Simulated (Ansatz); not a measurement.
# How Ag(111) screens a field

Aim: image plane and induced charge of Ag(111).

Program: Ansatz 0.2.0. Level of theory: plane-wave DFT, LDA, Ansatz PAW. Results are calculated unless marked as measured.

**1. The structure**

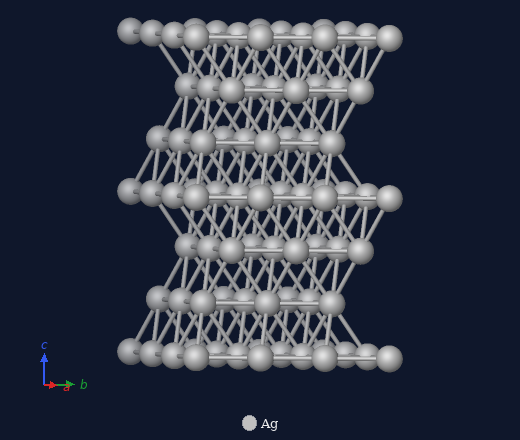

The cell as given, from the side, with the c axis up (silver light grey). 3×3×1 cells are drawn. Some periodic images of atoms are drawn too.

The cell holds 7 atoms: 7 Ag. Its edges and angles: a = 2.892 Å, b = 2.892 Å, c = 32.168 Å, α = 90.0°, β = 90.0°, γ = 60.0°. Vacuum lies along c.

**2. Single point, field 0**

A sawtooth potential applies the field, turning back in the middle of the vacuum. With the dipole correction the typed value is the field outside the slab. The induced dipole is small, so the SCF threshold is tight.

input.yaml reads:

```yaml
crystal:
  lattice:
    - [2.8920667351, 0.0, 0.0]
    - [1.4460333675, 2.504603262, 0.0]
    - [0.0, 0.0, 32.1681756059]
  atoms:
    - { symbol: Ag, position: [0.0, 0.0, 0.2797796216] }
    - { symbol: Ag, position: [0.3333333333, 0.3333333333, 0.3531864144] }
    - { symbol: Ag, position: [0.6666666667, 0.6666666667, 0.4265932072] }
    - { symbol: Ag, position: [0.0, 0.0, 0.5] }
    - { symbol: Ag, position: [0.3333333333, 0.3333333333, 0.5734067928] }
    - { symbol: Ag, position: [0.6666666667, 0.6666666667, 0.6468135856] }
    - { symbol: Ag, position: [0.0, 0.0, 0.7202203784] }
kpoints:
  mp_grid: { grid: [24, 24, 1] }
hamiltonian:
  xc: lda
scf:
  occupations: { method: fermi_dirac, width: 0.1 }
  convergence: { dr2_threshold: 1.0e-10 }
efield:
  axis: 3
  dipole_correction: true
  ramp_position: 0.97
  ramp_width: 0.06
  amplitude: 0
output:
  forces: true
  write_potential: true
  write_density: true
  volumetric_format: npy
```

Run with:

```console
> ansatz run input.yaml --threads 4 --pin off --max-ram 6144MiB --backend cpu --events-out ev --progress --plain --runs-dir out
```

Numbers of over 12 decimals in the logs are rounded to 6 here.

Log:

```text
Engine: ansatz 0.2.0, x86_64-unknown-linux-gnu
Pseudopotentials: kind: paw
Pseudopotential: Ag, paw, valence charge 19, recommended cutoff 420 eV (normal), Ag.paw.azcp
Functional definition: SPW92
  exchange = slater_x
  correlation = pw_c
Crystal: 7 atoms, lattice volume = 233.010 Å³
Basis set: ecut = 420 eV, 4547 PW (Γ)
Bands: 80, of which v1, the nominal top of the filled ones, is band 67 counted from 1 (66 counted from 0)
Symmetry: 6 space group operations
k-points: 61 of 576 (time reversal used)
Non-local potential: Ag, projectors of the file, l = 0: 3, l = 1: 2, l = 2: 2, l = 3: 1
PAW form: soft (Blöchl's): semilocal exchange-correlation on the pseudo side does not see the compensation charge
PAW frozen core: Ag, regenerated for the run's functional, and the local potential with it (the file was generated under x = pbe(κ = 0.804, μ = 0.219515), c = pbe(β = 0.066725))
PAW one-centre angular grid: Ag, 590 points (default); XC on 64 Gauss nodes
Initial density: superposition of atomic densities (neutral atoms: chi_scale 0, normalization atom), corrected by the library's trained network
Initial wavefunctions: pseudopotential atomic-orbital guess
Functional: x = slater, c = lda
SCF iter   1: F=—  HF=-52205.887419 eV  |F-HF|=—  |Δ(HF+E_count)|=         —  Δρ=9.60e-3  dr2=1.85e-1  ethr=1.77e-3  p=0.000 e·Å  D=3.74e-13 V/Å  ΔV_dip=-0.00 eV  dr2_dipole=3.09e-10  V_vac-E_F(+/−)=4.76/4.76 eV  ⟨swp⟩=7.2  Hψ=19428  notcnv=0  defer=138
efield: sawtooth ramp at fractional position 0.9700 (set: `efield.ramp_position`, or a place that a band, a saddle search or an elastic batch's reference lends), width 0.0600; the density the first Hamiltonian is built on has a dipole p = 0.000 e·Å; the dipole correction subtracts the counter field D = 3.74e-13 V/Å, which shifts the + side's vacuum level by -0.00 eV against the − side's; the planar-averaged density in the ramp window peaks in size at 3.4e-6 e/Å³
preconditioner: auto → LDOS  [metal: Δε(μ)=0.029 eV  Ē_g=9.649 eV  σ=0.100 eV  W_gap=0.07  n_scr=24 (ndim 8)  ℏωp=21.3 eV  f_vac=0.462  D(μ)=1.76/eV (n_scr^D=10)  β→1.0]
SCF iter   2: F=—  HF=-52205.971964 eV  |F-HF|=—  |Δ(HF+E_count)|=   8.45e-2  Δρ=1.52e-2  dr2=4.38e-1  ethr=1.39e-4  p=0.000 e·Å  D=5.79e-6 V/Å  ΔV_dip=-0.00 eV  dr2_dipole=1.06e-9  V_vac-E_F(+/−)=4.92/4.92 eV  ⟨swp⟩=2.5  Hψ=10307  notcnv=0  defer=245
SCF iter   3: F=—  HF=-52205.838935 eV  |F-HF|=—  |Δ(HF+E_count)|=   1.33e-1  Δρ=8.70e-4  dr2=1.20e-3  ethr=1.39e-4  p=0.000 e·Å  D=1.19e-6 V/Å  ΔV_dip=-0.00 eV  dr2_dipole=2.54e-10  V_vac-E_F(+/−)=4.87/4.87 eV  ⟨swp⟩=2.0  Hψ=9258  notcnv=0  defer=245
SCF iter   4: F=—  HF=-52205.837933 eV  |F-HF|=—  |Δ(HF+E_count)|=   1.00e-3  Δρ=1.80e-4  dr2=8.12e-5  ethr=9.01e-7  p=0.000 e·Å  D=3.36e-7 V/Å  ΔV_dip=-0.00 eV  dr2_dipole=2.73e-10  V_vac-E_F(+/−)=4.87/4.87 eV  ⟨swp⟩=3.0  Hψ=11000  notcnv=0  defer=245
SCF iter   5: F=—  HF=-52205.837927 eV  |F-HF|=—  |Δ(HF+E_count)|=   5.73e-6  Δρ=6.18e-5  dr2=8.51e-6  ethr=6.10e-8  p=0.000 e·Å  D=2.39e-7 V/Å  ΔV_dip=-0.00 eV  dr2_dipole=7.03e-11  V_vac-E_F(+/−)=4.86/4.87 eV  ⟨swp⟩=2.2  Hψ=7516  notcnv=0  defer=245
SCF iter   6: F=—  HF=-52205.838136 eV  |F-HF|=—  |Δ(HF+E_count)|=   2.09e-4  Δρ=7.07e-6  dr2=1.32e-7  ethr=6.40e-9  p=0.000 e·Å  D=5.10e-8 V/Å  ΔV_dip=-0.00 eV  dr2_dipole=9.02e-12  V_vac-E_F(+/−)=4.86/4.86 eV  ⟨swp⟩=2.9  Hψ=10446  notcnv=0  defer=244
SCF iter   7: F=—  HF=-52205.838136 eV  |F-HF|=—  |Δ(HF+E_count)|=   1.68e-8  Δρ=4.23e-6  dr2=4.05e-8  ethr=9.96e-11  p=0.000 e·Å  D=1.41e-9 V/Å  ΔV_dip=-0.00 eV  dr2_dipole=9.08e-13  V_vac-E_F(+/−)=4.86/4.86 eV  ⟨swp⟩=2.1  Hψ=8715  notcnv=0  defer=244
SCF iter   8: F=—  HF=-52205.838136 eV  |F-HF|=—  |Δ(HF+E_count)|=   6.96e-9  Δρ=1.06e-6  dr2=2.37e-9  ethr=3.05e-11  p=-0.000 e·Å  D=-6.24e-9 V/Å  ΔV_dip=0.00 eV  dr2_dipole=7.17e-14  V_vac-E_F(+/−)=4.86/4.86 eV  ⟨swp⟩=2.1  Hψ=7036  notcnv=0  defer=244
SCF iter   9: F=—  HF=-52205.838136 eV  |F-HF|=—  |Δ(HF+E_count)|=  1.02e-10  Δρ=4.29e-7  dr2=3.98e-10  ethr=1.78e-12  p=-0.000 e·Å  D=-7.99e-9 V/Å  ΔV_dip=0.00 eV  dr2_dipole=1.40e-15  V_vac-E_F(+/−)=4.86/4.86 eV  ⟨swp⟩=3.0  Hψ=10248  notcnv=0  defer=242
SCF iter  10: F=-52205.838136 eV  HF=-52205.838136 eV  |F-HF|=2.47e-10  |Δ(HF+E_count)|=  2.33e-10  Δρ=8.59e-8  dr2=2.05e-11  ethr=1.00e-12  p=-0.000 e·Å  D=-4.47e-9 V/Å  ΔV_dip=0.00 eV  dr2_dipole=8.46e-15  V_vac-E_F(+/−)=4.86/4.86 eV  ⟨swp⟩=16.8  Hψ=31128  notcnv=0
SCF 1 converged in 10 iterations: F = -52205.838136 eV  dr2 = 2.05e-11
  greatest PAW one-centre occupation: 1.002 electrons in one spin orbital (limit 2), on the Ag atom at site 3 (counted from 0), in its partial waves of l = 0
WARN: The output density's exchange-correlation potential varies sharply where the density is thin. Do not read a vacuum level from v_tot or v_xc, or from such a field of the output density. On a cell that repeats whose density bears no net charge and no dipole along the vacuum's axis use v_es (v_loc + v_h of the components); under efield.dipole_correction with no amplitude use v_es + v_field, which holds any externa [...]
SCF converged after 10 iterations
Free energy (F): -52205.838136 eV
Harris-Foulkes:  -52205.838136 eV  (|F-HF|=2.47e-10)
Internal energy: -52205.778670 eV  (E = F + TS)
E sigma→0 (E₀):  -52205.808403 eV
Entropy (-TS):   -0.059466 eV (-8.495 meV/atom)
Fermi energy:    6.339013 eV
Dipole field:    D = 0.000000 V/Å  (p = 0.000000 e·Å, saw-weighted, corrected)
Work function:   Φ+ = 4.8633 eV   Φ− = 4.8634 eV
Levels:          The Fermi level and band energies are counted from a zero that moves with the ramp; work functions are not
--- Per-component energies (eV) ---
  E_band       = -3084.839300
  E_kinetic    = 3690.136045
  E_local      = -300058.559280  (includes V_loc(G=0)·N_el)
  E_nonlocal   = 606.285955
  E_hartree    = 148605.173396
  E_xc         = -1283.451705
  E_vxc        = -1639.196079  (∫ρ·V_xc dr)
  E_paw        = -26392.824391  (= ΣΔE_a)
  E_vpaw       = -2893.852321  (= ΣTr[D̂ρ^β])
  E_aug_tail   = 0.001902  (compensation charges beyond the density's cutoff)
  E_efield     = 0.000000  (sawtooth field / dipole correction)
  E_vefield    = 0.000000  (∫n·V_field dr)
  E_ewald      = 122622.385755
  E_core_change = 5.073652  (= ΣΔE_core)
  E_smearing   = -0.059466  (= −TS)
  E_closure    = -0.000000  (closes the sum)
  Σ components = -52205.838136   (vs F -52205.838136, Δ=0.00e0)
--- Forces (eV/Å), atoms counted from 1 ---
  atom   1  Ag     0.00000000     0.00000000     0.37437058
  atom   2  Ag    -0.00000000     0.00000000     0.00707660
  atom   3  Ag    -0.00000000    -0.00000000    -0.03307451
  atom   4  Ag     0.00000000     0.00000000    -0.00000000
  atom   5  Ag     0.00000000     0.00000000     0.03307451
  atom   6  Ag     0.00000000    -0.00000000    -0.00707659
  atom   7  Ag    -0.00000000     0.00000000    -0.37437060
  max |Σ_I F_I| component: 1.67e-8 eV/Å
--- Band table (eV; the first three rows and the last of 61) ---
  k-point 0: bands = [... 63 lower, 3.1144, 3.3070, 3.3070, 3.4038, 3.4038, 4.2995, 5.8910, 6.3723, ... 9 higher]
  k-point 1: bands = [... 63 lower, 3.1152, 3.3009, 3.3083, 3.4059, 3.4080, 4.4496, 5.9802, 6.4880, ... 9 higher]
  k-point 2: bands = [... 63 lower, 3.1173, 3.2011, 3.3119, 3.4118, 3.6829, 4.7722, 6.2265, 6.8091, ... 9 higher]
  k-point 60: bands = [... 63 lower, 9.5013, 9.5284, 9.5284, 9.7706, 9.9741, 9.9741, 10.4609, 10.4609, ... 9 higher]
```

Wall time 36 s (4 threads of Intel Xeon Platinum 8375C at 2.90GHz (Ice Lake), shared host); peak memory 1.2 GiB; 2.3 min of CPU time.

Reading the cycles: dr2 is the Hartree energy of the density residual (eV), the measure of convergence; HF is the Harris–Foulkes estimate of the energy, which meets the free energy F at convergence.

Numbers from this step:

```yaml
energy_at_zero_smearing: -52205.8084 eV
work_function_upper_face: 4.863 eV
dipole_along_the_normal: 1.42e-7 e·Å
```

Running mean over 2.361 Å of the planar mean; the ramp of the sawtooth is left out. The electron's electrostatic potential energy less the Fermi level by z:

| z (Å) | electron's electrostatic potential energy less the Fermi level (eV) |
| --- | --- |
| 5.0 | 4.86 |
| 7.5 | 1.61 |
| 10.0 | -5.70 |
| 12.5 | -5.76 |
| 15.0 | -5.76 |
| 17.5 | -5.76 |
| 20.0 | -5.77 |
| 22.5 | -5.68 |
| 25.0 | 3.36 |
| 27.5 | 4.86 |

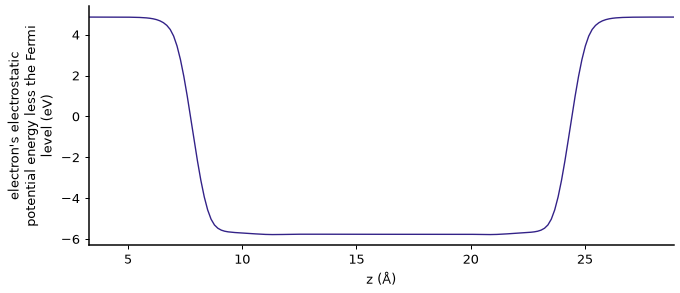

Electron's electrostatic potential energy less the Fermi level against z.

Force by atom:

| atom | x (eV/Å) | y (eV/Å) | z (eV/Å) | size |
| --- | --- | --- | --- | --- |
| Ag1 | 0.000 | 0.000 | 0.374 | 0.374 |
| Ag2 | 0.000 | 0.000 | 0.007 | 0.007 |
| Ag3 | 0.000 | 0.000 | -0.033 | 0.033 |
| Ag4 | 0.000 | 0.000 | 0.000 | 0.000 |
| Ag5 | 0.000 | 0.000 | 0.033 | 0.033 |
| Ag6 | 0.000 | 0.000 | -0.007 | 0.007 |
| Ag7 | 0.000 | 0.000 | -0.374 | 0.374 |

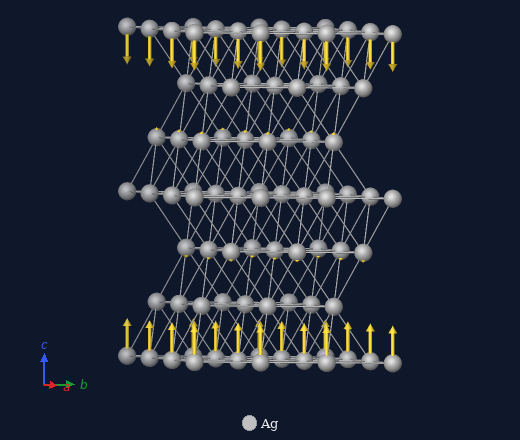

Force as arrows, the longest 0.374 eV/Å. 3×3×1 cells are drawn. Some periodic images of atoms are drawn too.

The work function of the upper face is 4.86 eV.

**3. Atoms held, field 0.05 V/Å**

Changes to input.yaml since step 2:

```diff
@@ -25,3 +25,3 @@
   ramp_width: 0.06
-  amplitude: 0
+  amplitude: 0.05
 output:
```

Log:

```text
[...]
Crystal: 7 atoms, lattice volume = 233.010 Å³
Basis set: ecut = 420 eV, 4547 PW (Γ)
Bands: 80, of which v1, the nominal top of the filled ones, is band 67 counted from 1 (66 counted from 0)
Symmetry: 6 space group operations
k-points: 61 of 576 (time reversal used)
[...]
k-point 0: bands = [... 63 lower, 3.1142, 3.3069, 3.3069, 3.4037, 3.4037, 4.2994, 5.8907, 6.3723, ... 9 higher]
  k-point 1: bands = [... 63 lower, 3.1151, 3.3008, 3.3082, 3.4057, 3.4079, 4.4495, 5.9800, 6.4879, ... 9 higher]
  k-point 2: bands = [... 63 lower, 3.1172, 3.2010, 3.3118, 3.4116, 3.6827, 4.7720, 6.2263, 6.8090, ... 9 higher]
  k-point 60: bands = [... 63 lower, 9.5012, 9.5282, 9.5283, 9.7705, 9.9738, 9.9741, 10.4601, 10.4615, ... 9 higher]
[key lines of the parts left out:]
SCF converged after 12 iterations
Free energy (F): -52205.839007 eV
Fermi energy:    6.338873 eV
Dipole field:    D = 0.027045 V/Å  (p = 0.034826 e·Å, saw-weighted, corrected)
```

Run time: 40 s. Hardware: 4 threads; peak memory 1.2 GiB; 2.6 min of CPU time.

The dipole is 0.0348 e·Å.

**4. Single point, field -0.05 V/Å**

Changes to input.yaml since step 3:

```diff
@@ -25,3 +25,3 @@
   ramp_width: 0.06
-  amplitude: 0.05
+  amplitude: -0.05
 output:
```

Log:

```text
[...]
Crystal: 7 atoms, lattice volume = 233.010 Å³
Basis set: ecut = 420 eV, 4547 PW (Γ)
Bands: 80, of which v1, the nominal top of the filled ones, is band 67 counted from 1 (66 counted from 0)
Symmetry: 6 space group operations
k-points: 61 of 576 (time reversal used)
[...]
k-point 0: bands = [... 63 lower, 3.1142, 3.3069, 3.3069, 3.4037, 3.4037, 4.2994, 5.8907, 6.3723, ... 9 higher]
  k-point 1: bands = [... 63 lower, 3.1151, 3.3008, 3.3082, 3.4057, 3.4079, 4.4495, 5.9800, 6.4879, ... 9 higher]
  k-point 2: bands = [... 63 lower, 3.1172, 3.2010, 3.3118, 3.4116, 3.6827, 4.7720, 6.2263, 6.8090, ... 9 higher]
  k-point 60: bands = [... 63 lower, 9.5012, 9.5282, 9.5283, 9.7705, 9.9738, 9.9741, 10.4601, 10.4615, ... 9 higher]
[key lines of the parts left out:]
SCF converged after 12 iterations
Free energy (F): -52205.839007 eV
Fermi energy:    6.338873 eV
Dipole field:    D = -0.027045 V/Å  (p = -0.034826 e·Å, saw-weighted, corrected)
```

Run time: 40 s. Hardware: 4 threads; peak memory 1.2 GiB.

The dipole is -0.0348 e·Å.

**5. Atoms held, field 0.1 V/Å**

Changes to input.yaml since step 4:

```diff
@@ -25,3 +25,3 @@
   ramp_width: 0.06
-  amplitude: -0.05
+  amplitude: 0.1
 output:
```

Log:

```text
[...]
Crystal: 7 atoms, lattice volume = 233.010 Å³
Basis set: ecut = 420 eV, 4547 PW (Γ)
Bands: 80, of which v1, the nominal top of the filled ones, is band 67 counted from 1 (66 counted from 0)
Symmetry: 6 space group operations
k-points: 61 of 576 (time reversal used)
[...]
k-point 0: bands = [... 63 lower, 3.1138, 3.3065, 3.3065, 3.4033, 3.4033, 4.2990, 5.8898, 6.3723, ... 9 higher]
  k-point 1: bands = [... 63 lower, 3.1147, 3.3004, 3.3078, 3.4053, 3.4075, 4.4491, 5.9792, 6.4879, ... 9 higher]
  k-point 2: bands = [... 63 lower, 3.1168, 3.2006, 3.3114, 3.4112, 3.6823, 4.7716, 6.2256, 6.8089, ... 9 higher]
  k-point 60: bands = [... 63 lower, 9.5008, 9.5278, 9.5279, 9.7701, 9.9732, 9.9739, 10.4590, 10.4618, ... 9 higher]
[key lines of the parts left out:]
SCF converged after 12 iterations
Free energy (F): -52205.841619 eV
Fermi energy:    6.338455 eV
Dipole field:    D = 0.054092 V/Å  (p = 0.069654 e·Å, saw-weighted, corrected)
```

Wall time 41 s (4 threads); peak memory 1.2 GiB; 2.6 min of CPU time.

The dipole is 0.0697 e·Å.

**6. Atoms held, field -0.1 V/Å**

Changes to input.yaml since step 5:

```diff
@@ -25,3 +25,3 @@
   ramp_width: 0.06
-  amplitude: 0.1
+  amplitude: -0.1
 output:
```

Log:

```text
[...]
Crystal: 7 atoms, lattice volume = 233.010 Å³
Basis set: ecut = 420 eV, 4547 PW (Γ)
Bands: 80, of which v1, the nominal top of the filled ones, is band 67 counted from 1 (66 counted from 0)
Symmetry: 6 space group operations
k-points: 61 of 576 (time reversal used)
[...]
k-point 0: bands = [... 63 lower, 3.1138, 3.3065, 3.3065, 3.4033, 3.4033, 4.2990, 5.8898, 6.3723, ... 9 higher]
  k-point 1: bands = [... 63 lower, 3.1147, 3.3004, 3.3078, 3.4053, 3.4075, 4.4491, 5.9792, 6.4879, ... 9 higher]
  k-point 2: bands = [... 63 lower, 3.1168, 3.2006, 3.3114, 3.4112, 3.6823, 4.7716, 6.2256, 6.8089, ... 9 higher]
  k-point 60: bands = [... 63 lower, 9.5008, 9.5278, 9.5279, 9.7701, 9.9732, 9.9739, 10.4590, 10.4618, ... 9 higher]
[key lines of the parts left out:]
SCF converged after 12 iterations
Free energy (F): -52205.841619 eV
Fermi energy:    6.338455 eV
Dipole field:    D = -0.054092 V/Å  (p = -0.069654 e·Å, saw-weighted, corrected)
```

The job ended after 41 s (4 threads; peak memory 1.2 GiB).

The dipole is -0.0697 e·Å.

**7. Single point, field 0.2 V/Å**

Changes to input.yaml since step 6:

```diff
@@ -25,3 +25,3 @@
   ramp_width: 0.06
-  amplitude: -0.1
+  amplitude: 0.2
 output:
```

Log:

```text
[...]
Crystal: 7 atoms, lattice volume = 233.010 Å³
Basis set: ecut = 420 eV, 4547 PW (Γ)
Bands: 80, of which v1, the nominal top of the filled ones, is band 67 counted from 1 (66 counted from 0)
Symmetry: 6 space group operations
k-points: 61 of 576 (time reversal used)
[...]
k-point 0: bands = [... 63 lower, 3.1123, 3.3050, 3.3050, 3.4017, 3.4017, 4.2973, 5.8864, 6.3724, ... 9 higher]
  k-point 1: bands = [... 63 lower, 3.1131, 3.2988, 3.3063, 3.4037, 3.4059, 4.4474, 5.9759, 6.4878, ... 9 higher]
  k-point 2: bands = [... 63 lower, 3.1152, 3.1990, 3.3099, 3.4096, 3.6807, 4.7699, 6.2227, 6.8083, ... 9 higher]
  k-point 60: bands = [... 63 lower, 9.4991, 9.5261, 9.5263, 9.7685, 9.9713, 9.9726, 10.4561, 10.4616, ... 9 higher]
[key lines of the parts left out:]
SCF converged after 12 iterations
Free energy (F): -52205.852067 eV
Fermi energy:    6.336776 eV
Dipole field:    D = 0.108196 V/Å  (p = 0.139323 e·Å, saw-weighted, corrected)
```

Run time: 42 s. Hardware: 4 threads; peak memory 1.2 GiB; 2.7 min of CPU time.

The dipole is 0.139 e·Å.

**8. Atoms held, field -0.2 V/Å**

Changes to input.yaml since step 7:

```diff
@@ -25,3 +25,3 @@
   ramp_width: 0.06
-  amplitude: 0.2
+  amplitude: -0.2
 output:
```

Log:

```text
[...]
Crystal: 7 atoms, lattice volume = 233.010 Å³
Basis set: ecut = 420 eV, 4547 PW (Γ)
Bands: 80, of which v1, the nominal top of the filled ones, is band 67 counted from 1 (66 counted from 0)
Symmetry: 6 space group operations
k-points: 61 of 576 (time reversal used)
[...]
k-point 0: bands = [... 63 lower, 3.1123, 3.3050, 3.3050, 3.4017, 3.4017, 4.2973, 5.8864, 6.3724, ... 9 higher]
  k-point 1: bands = [... 63 lower, 3.1131, 3.2988, 3.3063, 3.4037, 3.4059, 4.4474, 5.9759, 6.4878, ... 9 higher]
  k-point 2: bands = [... 63 lower, 3.1152, 3.1990, 3.3099, 3.4096, 3.6807, 4.7699, 6.2227, 6.8083, ... 9 higher]
  k-point 60: bands = [... 63 lower, 9.4991, 9.5261, 9.5263, 9.7685, 9.9713, 9.9726, 10.4561, 10.4616, ... 9 higher]
[key lines of the parts left out:]
SCF converged after 12 iterations
Free energy (F): -52205.852067 eV
Fermi energy:    6.336776 eV
Dipole field:    D = -0.108196 V/Å  (p = -0.139323 e·Å, saw-weighted, corrected)
```

Elapsed: 42 s, on 4 threads; peak memory 1.2 GiB.

The dipole is -0.139 e·Å.

**9. Atoms held, field 0.4 V/Å**

Changes to input.yaml since step 8:

```diff
@@ -25,3 +25,3 @@
   ramp_width: 0.06
-  amplitude: -0.2
+  amplitude: 0.4
 output:
@@ -31 +31,2 @@
   volumetric_format: npy
+  elf: true
```

Log:

```text
[...]
Crystal: 7 atoms, lattice volume = 233.010 Å³
Basis set: ecut = 420 eV, 4547 PW (Γ)
Bands: 80, of which v1, the nominal top of the filled ones, is band 67 counted from 1 (66 counted from 0)
Symmetry: 6 space group operations
k-points: 61 of 576 (time reversal used)
[...]
k-point 0: bands = [... 63 lower, 3.1058, 3.2986, 3.2986, 3.3951, 3.3951, 4.2904, 5.8728, 6.3723, ... 9 higher]
  k-point 1: bands = [... 63 lower, 3.1067, 3.2923, 3.2999, 3.3972, 3.3994, 4.4405, 5.9630, 6.4869, ... 9 higher]
  k-point 2: bands = [... 63 lower, 3.1088, 3.1927, 3.3035, 3.4031, 3.6742, 4.7630, 6.2112, 6.8057, ... 9 higher]
  k-point 60: bands = [... 63 lower, 9.4925, 9.5194, 9.5197, 9.7619, 9.9641, 9.9667, 10.4469, 10.4580, ... 9 higher]
[key lines of the parts left out:]
SCF converged after 12 iterations
Free energy (F): -52205.893874 eV
Fermi energy:    6.329929 eV
Dipole field:    D = 0.216492 V/Å  (p = 0.278775 e·Å, saw-weighted, corrected)
```

The job ended after 40 s (4 threads; peak memory 1.2 GiB).

Running mean over 2.361 Å of the planar mean, with the applied field; the ramp of the sawtooth is left out. Electron's electrostatic potential energy less the Fermi level against z:

| z (Å) | electron's electrostatic potential energy less the Fermi level (eV) |
| --- | --- |
| 5.0 | 3.92 |
| 7.5 | 1.49 |
| 10.0 | -5.70 |
| 12.5 | -5.76 |
| 15.0 | -5.76 |
| 17.5 | -5.76 |
| 20.0 | -5.77 |
| 22.5 | -5.68 |
| 25.0 | 3.57 |
| 27.5 | 5.97 |

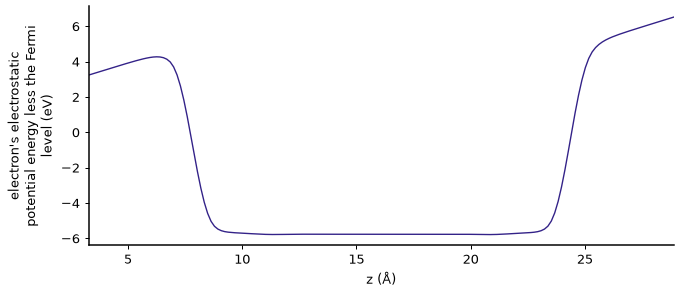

Electron's electrostatic potential energy less the Fermi level, plotted against z.

The dipole is 0.279 e·Å.

(Part 1 of 2 ends here.)

[Logs are printed without paths, hosts, clocks, repeated set-up lines and the standing remarks that a program may print on its own settings, such as how far it seeks lower states.]

[Hosts, paths, dates, database ids (printed as entryN), source tags and the programs' standing remarks are cut or masked in the printed files.]

[Maps of the electrostatic potential energy from Ansatz leave out the sawtooth potential of an applied field or a dipole correction, so their vacuum need not be flat; planar profiles and work functions include it.]
